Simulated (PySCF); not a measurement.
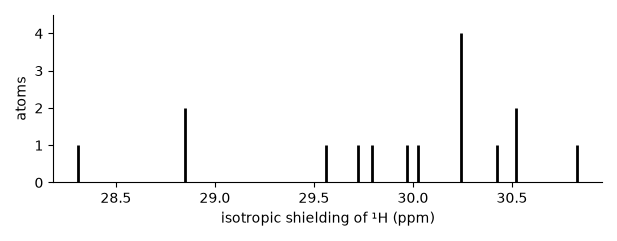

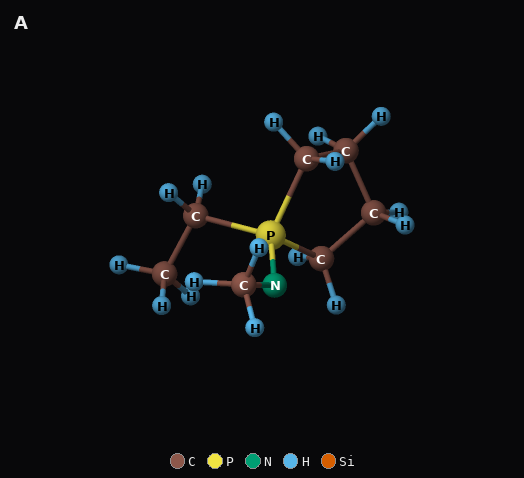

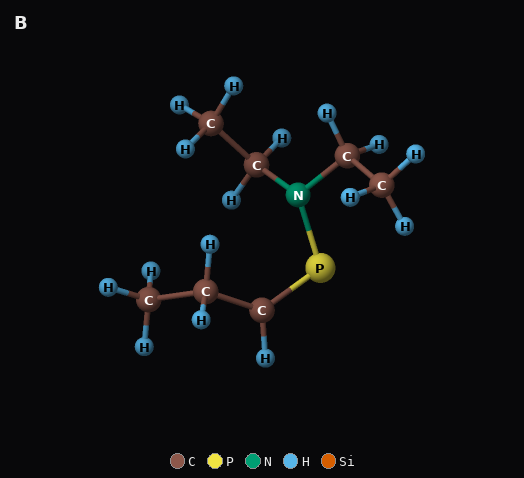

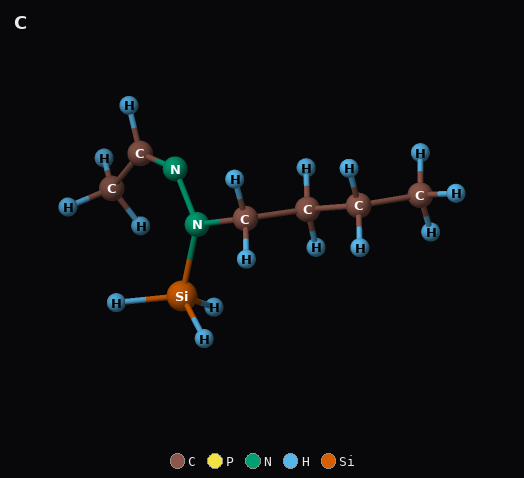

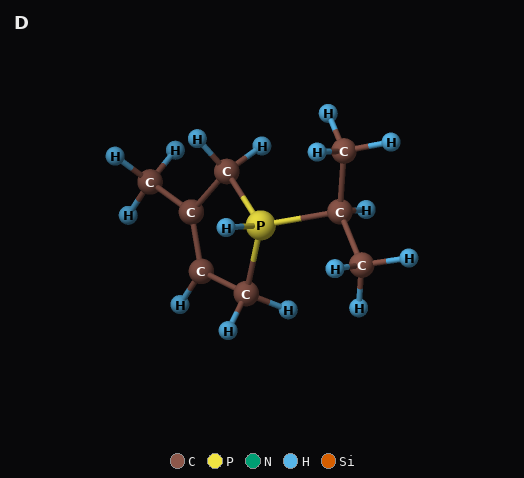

The sticks are computed shieldings of one of the molecules, for one fixed geometry (GFN2-xTB) without averaging over rotations. Low shielding means a high chemical shift. Method: GIAO PBE0/pcSseg-1 NMR shielding, non-relativistic, gas phase (PySCF 2.14.0).

**Match the spectrum to a structure.**

A, `CCP1(=NC)CCCC1`. Its 16 H atoms give lines at 28.31, 28.85 (2 atoms), 29.56, 29.72, 29.80, 29.97, 30.03, 30.24 (4 atoms), 30.43, 30.52 (2 atoms), 30.83 ppm.

The geometry is semi-empirical. Around P, Si such bond lengths and angles can be off by a tenth of an ångström or more and by several degrees, and values that hang on the shape move with them.
